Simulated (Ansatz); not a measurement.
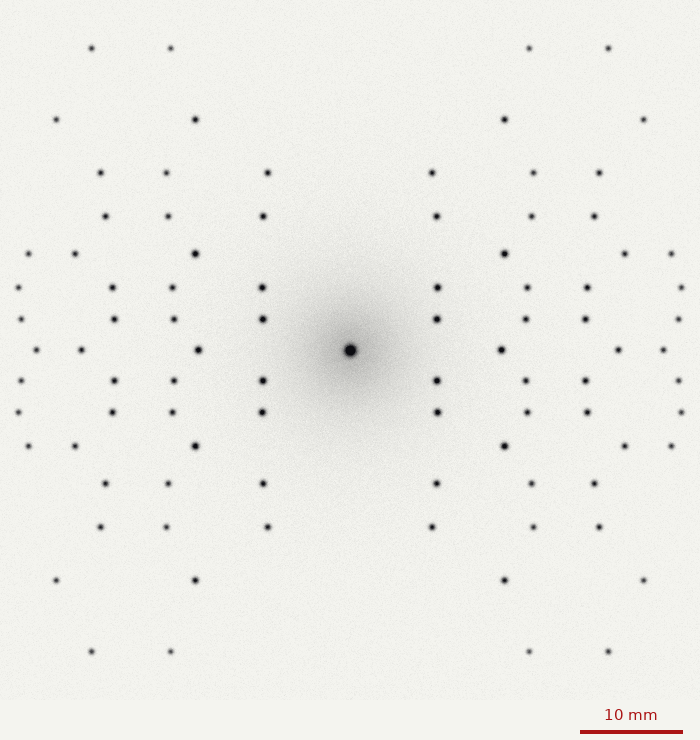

Simulated X-ray rotation photograph: Mo Kα radiation (λ = 0.7107 Å), cylindrical film of radius 30.0 mm unrolled, rotation axis vertical and normal to the beam, kinematic intensities without Lorentz or polarisation factors, the film spanning ±63° about the beam; spots down to d = 0.68 Å.

### Measure the layer lines and find the identity period along the axis.

The first layer line lies 3.0 mm from the equator, so tan ν = 0.101, sin ν = 0.101 and the period is λ/sin ν = 7.07 Å. Further lines follow at 6.2, 9.5, 13.2, 17.5, 22.7, 29.7 mm.

The crystal is Au, space group Fm-3m (No. 225), a = 4.08 Å. Structure: the input geometry of an electronic-structure calculation (not necessarily at equilibrium).

### About which axis was it rotated?

About [111] (or an equivalent direction), whose length in the conventional cell is 7.067 Å.
